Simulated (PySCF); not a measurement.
Consider C3H8O4S2Si (SMILES CS(=O)(=O)COC(=S)O[SiH3]).

Input file:

```
{"job": {"kind": "nmr", "xc": "PBE0", "basis": "pcSseg-1"}, "charge": 0, "multiplicity": 1}
C     -2.658556     0.729844     0.295800
S     -1.465895    -0.506153    -0.262970
O     -2.152862    -1.676421    -0.727525
O     -0.529822     0.127358    -1.146475
C     -0.563854    -0.918762     1.297871
O      0.091494     0.264976     1.640651
C      1.173340     0.608836     0.915778
S      1.659093     2.154077     0.964057
O      1.771125    -0.346455     0.272488
Si     2.924617    -0.107788    -0.913966
H     -3.402641     0.232109     0.902579
H     -3.109999     1.167964    -0.585357
H     -2.114057     1.480139     0.854743
H      0.111924    -1.754187     1.111502
H     -1.285549    -1.147309     2.077018
H      4.086551     0.509510    -0.281378
H      3.116546    -1.520300    -1.210460
H      2.339786     0.708879    -1.960970
```

Launched as:

```sh
OMP_NUM_THREADS=1 python probes_run.py task.json out
```

Geometry: GFN2-xTB.

These are results of PySCF, PBE0/pcSseg-1, SCF density, gas phase, non-relativistic, not measurements.

What will maps of the electron density and electron localisation function show?

Answer. C–O (1.30 Å): ρ is about 2.7 e/Å³ halfway; the ELF peaks at about 0.90 between the atoms: a polar covalent bond.
C–S (1.62 Å): ρ is about 1.6 e/Å³ halfway; the ELF peaks at about 0.90 between the atoms (localised, covalent bonding).
C–O (1.35 Å): ρ is about 2.4 e/Å³ halfway, with its minimum of 2.1 e/Å³ about 0.5 Å from C; the ELF peaks at about 0.90 between the atoms; a polar covalent bond.

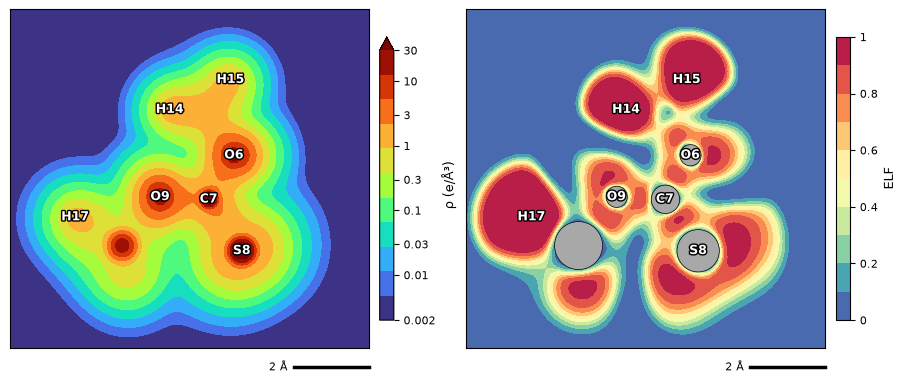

Computed electron density and electron localisation function on the plane of atoms O6, C7 and O9, in this order. Grey discs cover the atomic cores in the ELF map. 
